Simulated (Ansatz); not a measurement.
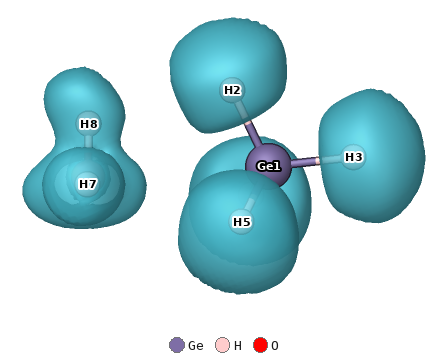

Figure 1: GeH₄···H₂O. Isosurface of the electron localisation function at 0.75 (cyan), seen at an oblique angle. Core shells and regions of very low density are left out.

The calculation used RKS B3LYP/def2-SVP in Ansatz 0.2.0.

```xyz
8

Ge    0.4089    0.0295   -0.1590
H     0.3716   -0.1407    1.3730
H     1.8866   -0.0170   -0.6087
H    -0.2013    1.3783   -0.5629
H    -0.3418   -1.1349   -0.8297
O    -2.6619    0.0188    0.9568
H    -2.6443   -0.9458    0.8847
H    -2.2837    0.1821    1.8322
```

Q: Describe the localisation domains.

A: The surface consists of four regions around hydrogen nuclei and one joined region spread over several atoms (H, O), in which their bonds and any lone pairs are merged.

Values along the shortest contacts:
Ge1···O6 (3.27 Å): the ELF dips to about 0.05 between them (a non-bonded, intermolecular contact). O–H (0.97 Å): the ELF climbs to about 1 towards the hydrogen, as it does in any bond to H: an ordinary covalent bond to hydrogen.
